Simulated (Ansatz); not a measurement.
The starting structures come from a database of crystals and need not be the phases stable at ambient conditions.

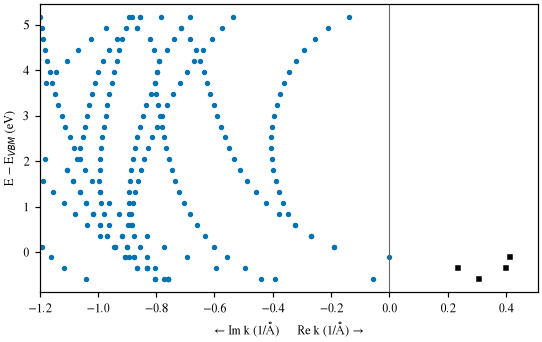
Complex bands at the centre of the two-dimensional zone; r2SCAN (Ansatz, a program for electronic structure)

The gap is the functional's own. No spin-orbit coupling. Mid-gap values are those at the computed energy nearest the middle.

Question: This is Tl2SnF6 (P-3m1, 9 atoms a cell, 18.9 Å³ an atom, -4 GPa at this level) along the normal of (100). Read off the slowest decay at the centre of the two-dimensional zone at 2.52 eV, the computed energy nearest the middle of the gap.

Answer: κ ≈ 0.40 1/Å, a decay length 1/(2κ) of the density of 1.2 Å.
